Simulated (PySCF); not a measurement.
**AsH6Sb, SMILES `[AsH3].[SbH3]`: what the electrons do**

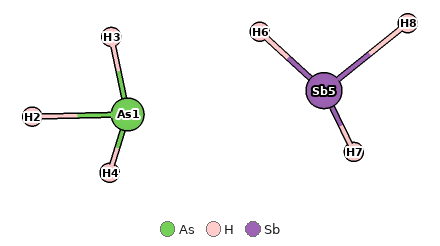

The molecule, with its atoms numbered as below.

Cartesian coordinates (Å):

```
As1      2.0936   -0.0097   -0.0675
H2       3.5337    0.1095    0.3402
H3       1.7732    1.1480    0.8152
H4       1.8749   -0.9375    1.0815
Sb5     -1.3741   -0.0142   -0.0378
H6      -1.1002    0.9167    1.3380
H7      -2.3053   -1.0642    0.8996
H8      -2.7865    0.8744   -0.3172
```

### 1. Bonding charge

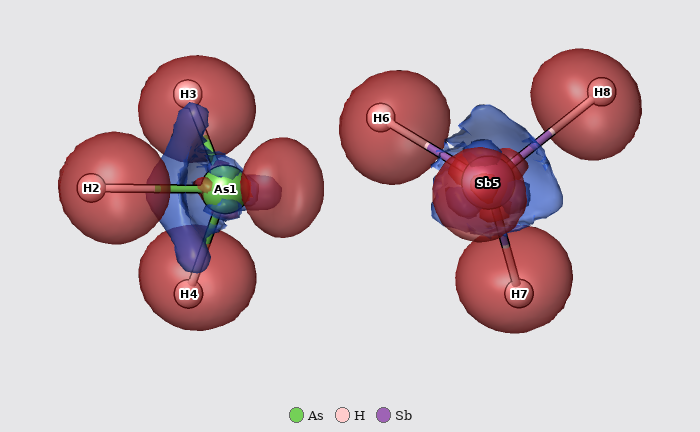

Deformation density (molecule less spherical, spin-averaged free atoms at the same positions), surfaces at ±0.08 e/Å³; red: gain, blue: loss.

Level of theory: PBE0/def2-SVPD (PySCF), at an unrelaxed start geometry of a pair search. Core potentials replace the inner electrons of Sb; spin–orbit coupling isn't included.

**Describe the bonding that the map shows.**

As1–H3: +0.24 e/Å³ at the bond critical point (bond length 1.49 Å). As1–H4: +0.24 e/Å³ at the bond critical point (bond length 1.49 Å). As1–H2: +0.24 e/Å³ at the bond critical point (bond length 1.50 Å). Sb5–H6: +0.17 e/Å³ at the bond critical point (bond length 1.68 Å). Sb5–H7: +0.16 e/Å³ at the bond critical point (bond length 1.69 Å). Sb5–H8: +0.16 e/Å³ at the bond critical point (bond length 1.69 Å). In all, 1.5 electrons gather in the regions of gain relative to the promolecule.

**Where do the Hirshfeld charges lie?**

The highest Hirshfeld charge is on Sb5 (+0.21 e), the lowest on H7 (−0.07 e).

```csv
atom,charge (e)
As1,+0.09
H2,−0.04
H3,−0.03
H4,−0.03
Sb5,+0.21
H6,−0.07
H7,−0.07
H8,−0.07
```

### 2. Bond critical points

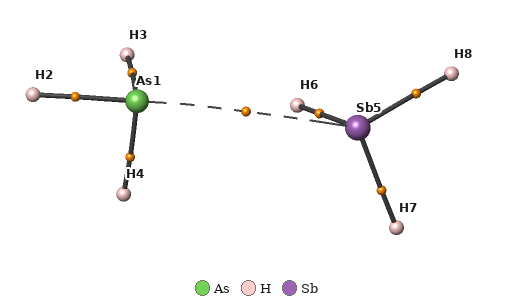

Molecular graph of the electron density (QTAIM): bond paths, bond critical points (orange), ring points (yellow, if any); weak paths are dashed.

**How many critical points of each kind are there, and does the count close?**

8 nuclei, 7 bond, 0 ring and 0 cage critical points: 8 − 7 + 0 − 0 = 1, as the Poincaré–Hopf relation requires.

**Give the properties at the bond critical points.**

```json
{"bond": "As1–H3", "length (Å)": "1.491", "ρ (a.u.)": "0.155", "∇²ρ (a.u.)": "−0.07", "ε": "0.03", "H (a.u.)": "−0.112"}
{"bond": "As1–H4", "length (Å)": "1.493", "ρ (a.u.)": "0.154", "∇²ρ (a.u.)": "−0.07", "ε": "0.03", "H (a.u.)": "−0.111"}
{"bond": "As1–H2", "length (Å)": "1.501", "ρ (a.u.)": "0.152", "∇²ρ (a.u.)": "−0.07", "ε": "0.04", "H (a.u.)": "−0.108"}
{"bond": "Sb5–H6", "length (Å)": "1.684", "ρ (a.u.)": "0.119", "∇²ρ (a.u.)": "+0.10", "ε": "0.02", "H (a.u.)": "−0.058"}
{"bond": "Sb5–H7", "length (Å)": "1.688", "ρ (a.u.)": "0.118", "∇²ρ (a.u.)": "+0.10", "ε": "0.02", "H (a.u.)": "−0.057"}
{"bond": "Sb5–H8", "length (Å)": "1.692", "ρ (a.u.)": "0.117", "∇²ρ (a.u.)": "+0.09", "ε": "0.02", "H (a.u.)": "−0.056"}
{"bond": "As1–Sb5", "length (Å)": "3.468", "ρ (a.u.)": "0.013", "∇²ρ (a.u.)": "+0.03", "ε": "0.08", "H (a.u.)": "+0.001"}
```

**What kind of interaction is As1–H4?**

Shared-shell (covalent): ρ = 0.154, ∇²ρ = −0.07, H = −0.111 a.u.

**Are there bond paths between atoms that aren't covalently bonded?**

Yes: As1–Sb5 (3.47 Å, ρ = 0.013).

### 3. Local ionisation energy

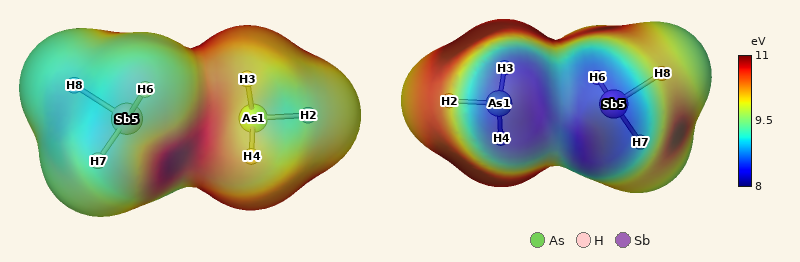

Average local ionisation energy on the surface of electron density 0.001 a.u. (back view left, front view right).

**Where are the most loosely bound electrons on this surface?**

The lowest value is 8.1 eV, 2.4 Å from Sb5. Further minima include 8.2 eV, 2.4 Å from As1; 9.0 eV, near H7 (1.92 Å) and H8 (2.08 Å), over Sb5 (2.5 Å). For comparison, the highest occupied orbital lies at −7.2 eV.

**What volume does the surface enclose, and what is the dipole moment?**

About 129 Å³; the dipole moment is 0.3 D.
